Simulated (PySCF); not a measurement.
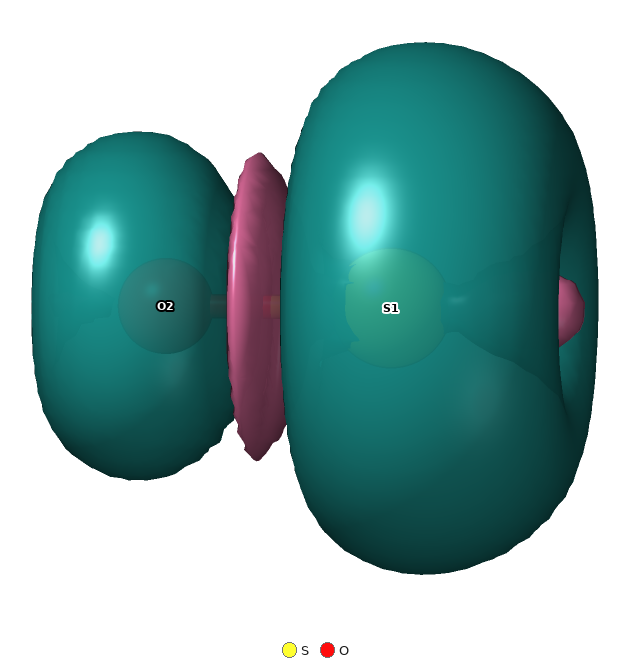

Figure 1: SO (triplet). Isosurfaces of the spin density at +0.015 (teal) and −0.015 e/Å³ (pink), seen from one side.

Method: PBE0/x2c-TZVPPall, spin-free X2C-1e, Gaussian nucleus, at a bond length of 1.484 Å (PySCF 2.14.0).

### Describe the spin distribution.

The unpaired spin (2 electrons) lies mostly on S1 (about 1.3) and O2 (about 0.7), in electrons by Hirshfeld's partition.
